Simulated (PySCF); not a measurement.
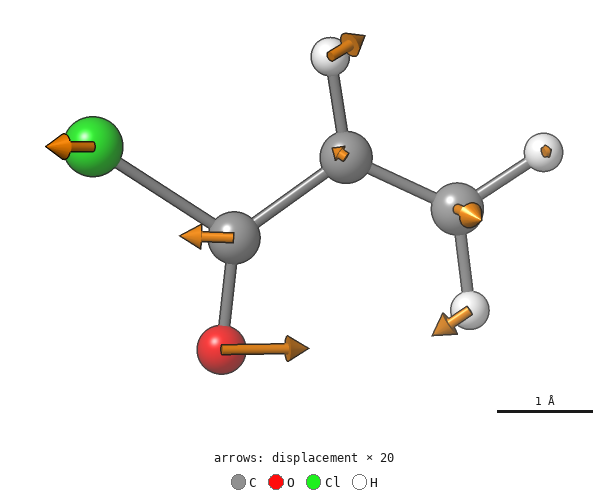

This is a relaxation of C3H3ClO. The starting structure is drawn; orange arrows show the displacements, 20 times their true length. The two geometries are superimposed by the best rigid fit.

A ball-and-stick model, seen face on.

The start comes from GFN2-xTB. Its atoms were then displaced at random by about 0.01 Å.

The calculation used PBE0-D3(BJ)/def2-TZVP geometry optimisation, gas phase (PySCF). 

Which element moves most?

Answer. Oxygen: up to 0.048 Å, against 0.030 Å for chlorine.

What happened in the run?

Answer. The atom that moves furthest after the best rigid fit is the O atom (0.048 Å). Largest moves by element: O 0.048 Å, Cl 0.030 Å, C 0.029 Å, H 0.027 Å. Some distances before and after: C–C 1.308 → 1.328 Å, C–C 1.453 → 1.473 Å, C–O 1.188 → 1.184 Å. Among the angles between lasting bonds that change: C–C–O 131.6° → 127.5°, O–C–Cl 116.9° → 120.6°, H–C–H 116.1° → 118.2°. Over 9 geometry steps the energy falls by 5.52 kJ/mol. The run took 80 s on 1 thread of Arm Neoverse V2, with other jobs on the host.
